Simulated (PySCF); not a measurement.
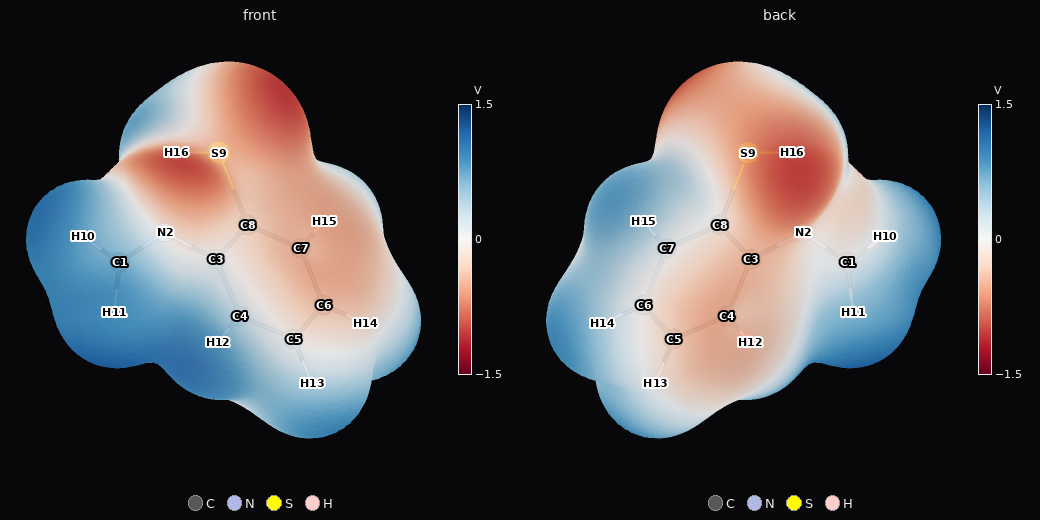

C7H7NS. The molecular electrostatic potential painted on the density surface at 0.002 e/bohr³, seen from the front and from behind; red is negative and blue positive.

Geometry: GFN2-xTB.

Level of theory: PBE0/def2-SVPD, SCF density, gas phase (PySCF 2.14.0).

```xyz
16

C     2.6783   -0.4580   -0.5223
N     1.7633    0.4031   -0.4554
C     0.4409    0.1133   -0.1630
C    -0.1959   -1.0712   -0.5328
C    -1.5363   -1.2662   -0.2656
C    -2.2658   -0.2809    0.3830
C    -1.6584    0.9064    0.7446
C    -0.3160    1.1172    0.4647
S     0.4480    2.6304    0.9293
H     3.6683   -0.1215   -0.7940
H     2.5550   -1.5225   -0.3120
H     0.3692   -1.8270   -1.0592
H    -2.0132   -2.1872   -0.5650
H    -3.3126   -0.4340    0.5963
H    -2.2189    1.6858    1.2374
H     1.5864    2.3212    0.3026
```

> Where is the surface potential most negative and most positive?

The most negative region (about −1.0 V, or −23 kcal/mol for a unit charge) lies over S9, the most positive (about +1.2 V, or +28 kcal/mol for a unit charge) over H11 and H12.

> How polar is the molecule by this calculation?

Its dipole moment is 2.62 D.
